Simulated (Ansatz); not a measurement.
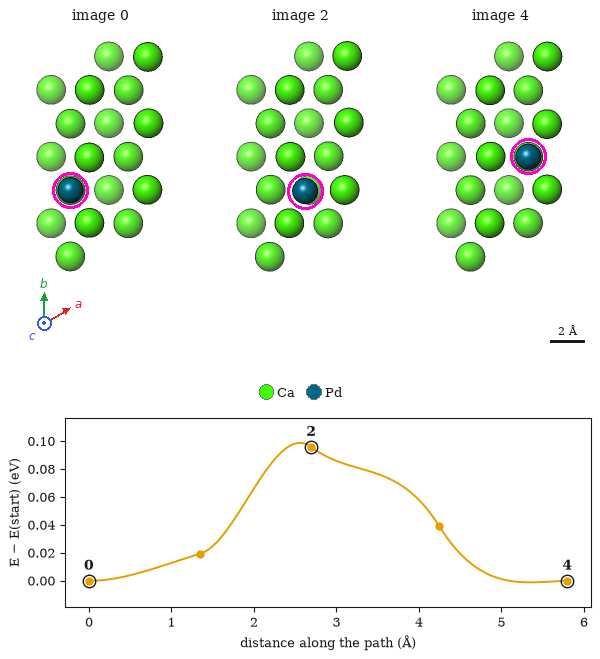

A search for the minimum-energy path of Pd on Ca(111) (19 atoms in the cell) by the nudged elastic band. Images are numbered from 0 (start) to 4 (end). Style: spheres-only. Shown: the simulation cell, with the vacuum cut short (origin moved), along the c axis. The moving atom is ringed, with any periodic copies.

Method: Ansatz 0.2.0, DFT PBE-D3(BJ), scalar-relativistic, plane waves, PAW. Set-up: plane-wave cutoff 420 eV; k-point mesh 3 × 2 × 1; Fermi-Dirac smearing 0.1 eV; 6 atoms held fixed; 3 movable images; climbing image; force threshold 0.05 eV/Å; iteration limit 47; starting path by straight interpolation.

**Read off the barrier and say what moves.**

The two ends have the same energy, and the highest point, image 2, lies 0.096 eV above the start. The adsorbate starts on a hollow site and hops by a lattice vector of the surface; other mechanisms, such as exchange with a surface atom, weren't searched. The Pd atom travels furthest, 3.95 Å from end to end, on a path that bends up to 1.08 Å away from the straight line. At the highest image its nearest neighbour (Ca) is 2.70 Å away, against 2.74 Å at the start, and the surrounding atoms stand up to 0.18 Å off the mean of their end positions. The band converged in 12 iterations. The largest component of the band force went from 6.3 to 0.048 eV/Å. The climbing image converged on the top of the path. A check of its curvatures didn't confirm a first-order saddle.

Limits of the set-up: the periodic images lie only 7.9 Å apart, so the values are limited by the cell's size.

Cost: 24 min on 4 threads of Intel(R) Xeon(R) Platinum 8259CL CPU @ 2.50GHz (Skylake/Cascade Lake), on a shared host, peak memory 4.9 GiB.
